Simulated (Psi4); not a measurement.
CH4Mg (SMILES [CH3][MgH]): methods side by side

CH4Mg has 6 atoms, charge 0, and is taken as a singlet. SMILES: `[CH3][MgH]`. The shape was relaxed beforehand at PBE0/def2-TZVP.

```csv
atom,x (Å),y (Å),z (Å)
C,-0.0073,-0.6814,-0.4193
Mg,0.4550,0.7203,1.0499
H,-0.5256,-0.2241,-1.2688
H,-0.6598,-1.4742,-0.0385
H,0.8876,-1.1702,-0.8185
H,0.8331,1.8721,2.2553
```

Quantity: the HOMO–LUMO gap, in eV. The values are calculated.

```tsv
level	kind	program	value (eV)	CPU time
PBE-D4/def2-TZVPP (density fitting)	GGA	Psi4	4.65	66 s
r2SCAN-D4/def2-TZVPP (density fitting)	meta-GGA	Psi4	5.39	2.8 min
B3LYP-D4/def2-TZVPP (density fitting)	global hybrid	Psi4	6.02	68 s
PBE0-D4/def2-TZVPP (density fitting)	global hybrid	Psi4	6.47	65 s
wB97M-V/def2-TZVPP (density fitting)	range-separated hybrid	Psi4	9.76	2.9 min
```

The values span 4.65 to 9.76 eV. Orbital gaps aren't excitation energies; they tend to grow with the share of exact exchange. Times are those of the runs behind each value, whatever else they computed, on shared processors of several kinds: orders of magnitude only.

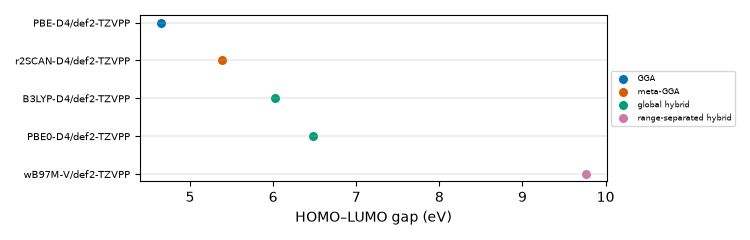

The values of the table, level by level.
